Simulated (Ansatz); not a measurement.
**BH2(CF3) (CH₂BF₃): the relaxed shape and its frontier levels**

What does BH2(CF3) (CH₂BF₃) look like as a singlet, and where do its frontier electrons sit?

The runs use Ansatz 0.2.0, Gaussian basis; RKS PBE0-D4/def2-TZVP.

The runs, in order: relaxation at PBE-D4/def2-SVP; a search for the lowest solution at PBE0-D4/def2-SVP; a single point at PBE0-D4/def2-TZVP.

## (1) Where the work starts

7 atoms, charge 0, spin multiplicity 1.

Atoms are counted from 1 here; the program's logs count them from 0.

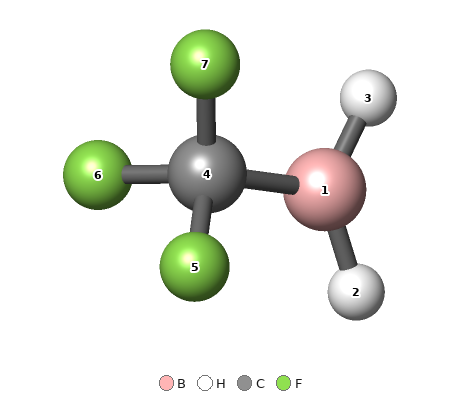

Start geometry, drawn with boron pink, hydrogen white, carbon grey, fluorine green; atoms are numbered from 1 in the order of the file.

Geometry (Å):

```xyz
7
charge 0, multiplicity 1
B     0.4969    0.8576    0.0093
H     1.6570    0.8087    0.0140
H    -0.1161    1.8392   -0.0776
C    -0.3122   -0.5327    0.0394
F     0.2981   -1.5432    0.6913
F    -0.4704   -0.9602   -1.2389
F    -1.5533   -0.4694    0.5626
```

The start is a GFN2-xTB geometry.

## (2) Optimising with PBE-D4/def2-SVP

Input file in.yaml:

```yaml
crystal:
  periodic: [false, false, false]
  atoms:
    - {symbol: B, position_ang: [0.496880, 0.857580, 0.009260]}
    - {symbol: H, position_ang: [1.657010, 0.808720, 0.013950]}
    - {symbol: H, position_ang: [-0.116130, 1.839210, -0.077610]}
    - {symbol: C, position_ang: [-0.312160, -0.532680, 0.039390]}
    - {symbol: F, position_ang: [0.298110, -1.543240, 0.691330]}
    - {symbol: F, position_ang: [-0.470440, -0.960230, -1.238910]}
    - {symbol: F, position_ang: [-1.553270, -0.469360, 0.562590]}
basis:
  gaussian: {orbitals: def2-SVP}
hamiltonian: {xc: pbe, dispersion: d4}
scf: {omitted_lower_state_checks: [starts]}
output: {orbitals: {seedname: orbitals}}
relax: {f_tol: 0.02, max_steps: 100}
```

The run is started by

```bash
> ansatz run in.yaml --threads 4 --pin off --events-out ev --progress --plain --max-ram 3916MiB
```

Standard output, shortened:

```text
Functional definition: PBE
  name "PBE"
  cite "Perdew, Burke & Ernzerhof, Phys. Rev. Lett. 77, 3865 (1996) doi:10.1103/PhysRevLett.77.3865"
  parent pbe
[...]
872 factors; their error is unknown
[...]
mean field -9877.74739977 eV, -363.0005215637 hartree, gradient 9.1e-6 eV, S^2 0.000000; 0 other end points of the search recorded, 0 dependent functions left out
[...]
reference -9877.74742215 eV, -363.0005223863 hartree; 20, 20 occupied and 60, 60 virtual orbitals, 872 factors
relax step   1: F+E_penalty+E_count = -9877.84197044 eV  Δ(F+E_penalty+E_count) = +0.000e0 eV  max|allowed force component| = 1.307e0 eV/Å  Δτ_max = 0.0000 Å  (25 SCF iters, accepted)
[...]
relax step   6: F+E_penalty+E_count = -9877.93239365 eV  Δ(F+E_penalty+E_count) = +1.133e-2 eV  max|allowed force component| = 7.796e-1 eV/Å  Δτ_max = 0.0293 Å  (30 SCF iters, rejected (line search))
[...]
relax step   7: F+E_penalty+E_count = -9877.94449223 eV  Δ(F+E_penalty+E_count) = -7.654e-4 eV  max|allowed force component| = 1.152e-2 eV/Å  Δτ_max = 0.0147 Å  (30 SCF iters, accepted)
[...]
872 factors; their error is unknown
mean field -9877.84998159 eV, -363.0042913763 hartree, gradient 8.5e-6 eV, S^2 0.000000; 0 other end points of the search recorded, 0 dependent functions left out
[...]
reference -9877.85000411 eV, -363.0042922037 hartree; 20, 20 occupied and 60, 60 virtual orbitals, 872 factors
Total energy: -9877.94451475 eV, -363.0077654057 hartree
Atom 0 at     0.479697     0.828623     0.012427 Å, force    -0.002376    -0.009001    -0.003841 eV/Å
Atom 1 at     1.688756     0.791420    -0.004540 Å, force    -0.001568     0.002439    -0.000658 eV/Å
Atom 2 at    -0.143137     1.857819    -0.115902 Å, force     0.001332    -0.003547    -0.000929 eV/Å
Atom 3 at    -0.323402    -0.548356     0.076182 Å, force     0.002990     0.008626     0.011517 eV/Å
Atom 4 at     0.305008    -1.566786     0.705822 Å, force    -0.006285     0.001822     0.000668 eV/Å
Atom 5 at    -0.431828    -0.885676    -1.256566 Å, force     0.003154     0.004161    -0.009663 eV/Å
Atom 6 at    -1.575094    -0.477044     0.582578 Å, force     0.002753    -0.004499     0.002905 eV/Å
Dipole moment:     0.141104     0.248497     0.044021 e Å
Checks for a lower state left out: starts
```

Wall time 4.8 s (4 threads of Arm Neoverse V1, shared host).

The steps of the relaxation: (the energy doesn't fall at every step)

```csv
step,energy from step 1 (eV),largest force component (eV/Å)
1,0.0000,1.3070
2,-0.0898,0.4441
3,-0.0994,0.1713
4,-0.0659,1.3128
5,-0.1018,0.1022
6,-0.0904,0.7796
7,-0.1025,0.0115
```

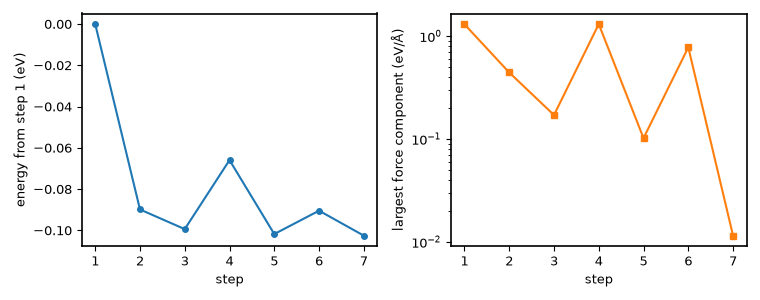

Energy and largest force along the relaxation.

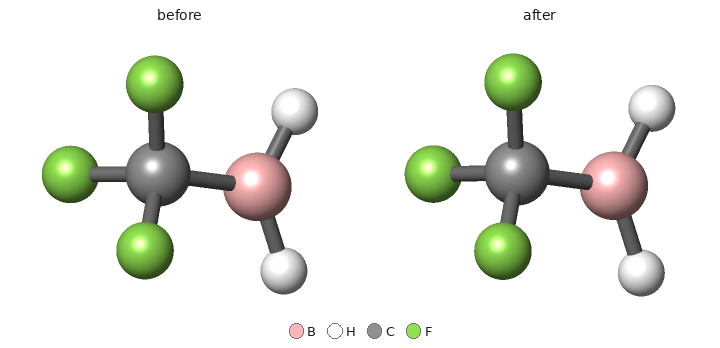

The geometry before (left) and after (right).

Distances of close pairs at the start and the end, largest changes first:

```csv
bond,before (Å),after (Å),change (Å)
B1–H3,1.161,1.210,+0.049
B1–H2,1.161,1.210,+0.049
C4–F6,1.357,1.379,+0.022
B1–C4,1.609,1.595,-0.013
C4–F7,1.348,1.352,+0.004
C4–F5,1.349,1.352,+0.004
```

Bonds by kind at the end (by distance):

```csv
bond,count,shortest (Å),longest (Å)
C–F,3,1.352,1.379
B–C,1,1.595,1.595
B–H,2,1.210,1.210
```

## (3) Searching for the lowest solution, PBE0-D4/def2-SVP

start.molden holds the orbitals of an earlier run on this state, given as this run's starting guess.

Input file in.yaml:

```yaml
crystal:
  periodic: [false, false, false]
  atoms:
    - {symbol: B, position_ang: [0.479697, 0.828623, 0.012427]}
    - {symbol: H, position_ang: [1.688756, 0.791420, -0.004540]}
    - {symbol: H, position_ang: [-0.143137, 1.857819, -0.115902]}
    - {symbol: C, position_ang: [-0.323402, -0.548356, 0.076182]}
    - {symbol: F, position_ang: [0.305008, -1.566786, 0.705822]}
    - {symbol: F, position_ang: [-0.431828, -0.885676, -1.256566]}
    - {symbol: F, position_ang: [-1.575094, -0.477044, 0.582578]}
basis:
  gaussian: {orbitals: def2-SVP, initial_orbitals: start.molden}
hamiltonian: {xc: pbe0, dispersion: d4}
output: {orbitals: {seedname: orbitals}}
```

Same command.

Standard output:

```text
Functional definition: PBE0
  name "PBE0"
  cite "Adamo & Barone, J. Chem. Phys. 110, 6158 (1999) doi:10.1063/1.478522"
  cite "Perdew, Burke & Ernzerhof, Phys. Rev. Lett. 77, 3865 (1996) doi:10.1103/PhysRevLett.77.3865"
  parent pbe
  parameter a = 0.25
  parameter kappa = 0.804
  parameter beta = 0.06672455060314922
  exchange = (1 - a)*pbe_x(kappa = kappa, mu = beta*pi^2/3) + a*exact_x
  correlation = pbe_c(beta = beta)
872 factors; their error is unknown
mean field evaluation 1: about -9877.9564 eV, gradient 6.6e0 eV
mean field evaluation 2: about -9878.0586 eV, gradient 1.7e-1 eV
mean field evaluation 4: about -9878.0652 eV, gradient 7.5e-4 eV
mean field evaluation 8: about -9876.4963 eV, gradient 3.2e1 eV
mean field evaluation 16: about -9878.0652 eV, gradient 1.4e-2 eV
mean field -9878.06523859 eV, -363.0122019252 hartree, gradient 1.0e-5 eV, S^2 0.000000; 1 other end points of the search recorded, 0 dependent functions left out
reference -9878.06525599 eV, -363.0122025646 hartree; 20, 20 occupied and 60, 60 virtual orbitals, 872 factors
Total energy: -9878.14299880 eV, -363.0150595599 hartree
```

Wall time 0.7 s (4 threads of Arm Neoverse V1, shared host).

From the report: HOMO -10.04 eV, LUMO -2.62 eV.

## (4) Single point, PBE0-D4/def2-TZVP

in.yaml: that of step 3 with these lines changed.

```diff
@@ -11,4 +11,5 @@
 basis:
-  gaussian: {orbitals: def2-SVP, initial_orbitals: start.molden}
+  gaussian: {orbitals: def2-TZVP, initial_orbitals: start.molden}
 hamiltonian: {xc: pbe0, dispersion: d4}
-output: {orbitals: {seedname: orbitals}}
+scf: {omitted_lower_state_checks: [starts]}
+output: {forces: true, orbitals: {seedname: orbitals}}
```

Same command.

Standard output, shortened:

```text
Functional definition: PBE0
  name "PBE0"
  cite "Adamo & Barone, J. Chem. Phys. 110, 6158 (1999) doi:10.1063/1.478522"
  cite "Perdew, Burke & Ernzerhof, Phys. Rev. Lett. 77, 3865 (1996) doi:10.1103/PhysRevLett.77.3865"
  parent pbe
[...]
905 factors; their error is unknown
[...]
mean field -9889.92995017 eV, -363.4482220336 hartree, gradient 2.7e-5 eV, S^2 0.000000; 0 other end points of the search recorded, 0 dependent functions left out
[...]
reference -9889.92997461 eV, -363.4482229317 hartree; 20, 20 occupied and 147, 147 virtual orbitals, 905 factors
Total energy: -9890.00771741 eV, -363.4510799270 hartree
Atom 0 at     0.479697     0.828623     0.012427 Å, force     0.228343     0.381128    -0.066640 eV/Å
Atom 1 at     1.688756     0.791420    -0.004540 Å, force    -0.512208    -0.011951     0.036998 eV/Å
Atom 2 at    -0.143137     1.857819    -0.115902 Å, force     0.235405    -0.451724     0.082124 eV/Å
Atom 3 at    -0.323402    -0.548356     0.076182 Å, force    -0.156815    -0.285264    -0.146607 eV/Å
Atom 4 at     0.305008    -1.566786     0.705822 Å, force    -0.424194     0.483655    -0.366400 eV/Å
Atom 5 at    -0.431828    -0.885676    -1.256566 Å, force    -0.031396     0.030433     0.753924 eV/Å
Atom 6 at    -1.575094    -0.477044     0.582578 Å, force     0.660864    -0.146277    -0.293399 eV/Å
Dipole moment:     0.186189     0.326865     0.049587 e Å
Checks for a lower state left out: starts
```

Run time: 1.5 s. Hardware: 4 threads of Arm Neoverse V1, shared host.

From the report: HOMO -10.17 eV, LUMO -2.72 eV.

Mulliken charges, from this run's orbitals:

```csv
atom,value (e)
B1,-0.07
H2,0.06
H3,0.06
C4,0.45
F5,-0.16
F6,-0.17
F7,-0.16
```

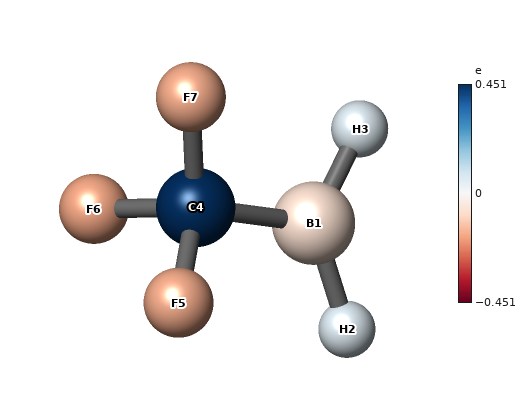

Mulliken charges, from this run's orbitals, as colours on the atoms.

Largest Mayer bond orders: C4–F7 1.11; C4–F5 1.11; C4–F6 1.04; B1–C4 0.99; B1–H2 0.98; B1–H3 0.98.

## (5) Summary of results

```
                       quantity                          value
                    point group                             Cs
 commonest bond, hydrogen aside  C–F, 3 of mean length 1.361 Å
HOMO, LUMO at PBE0-D4/def2-TZVP               -10.17, -2.72 eV
      dipole at PBE-D4/def2-SVP                         1.39 D
```

What this shows: The molecule keeps its bonding pattern by the stored test; the atoms moved 0.05 Å (rms). No usable vibrations, so a minimum isn't proven. The point group is read from a loosely relaxed geometry; soft torsions can leave it below the true symmetry.
